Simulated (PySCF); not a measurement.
SMILES O(C)CC[OH+]CCOC (charge +1), singlet, GFN2-xTB optimised geometry. Atoms within 1.6 Å of the plane z = 1.5 Å (x, y, z in Å): C9 (0.58, 0.20, 0.00), H22 (1.67, 0.20, 0.00), H23 (0.21, 1.22, 0.00), H24 (0.22, -0.32, 0.89).

Calculation: B3LYP/def2-SVP (PySCF).

Map of the Laplacian of the electron density (e/bohr⁵) on the plane z = 1.5 Å:

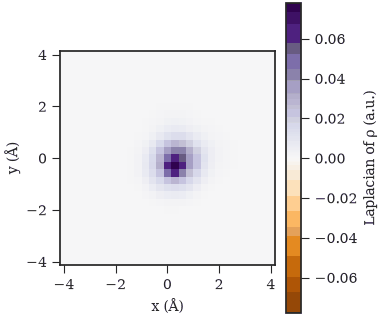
Figure: Laplacian of the electron density (e/bohr⁵) on the plane z = 1.5 Å.
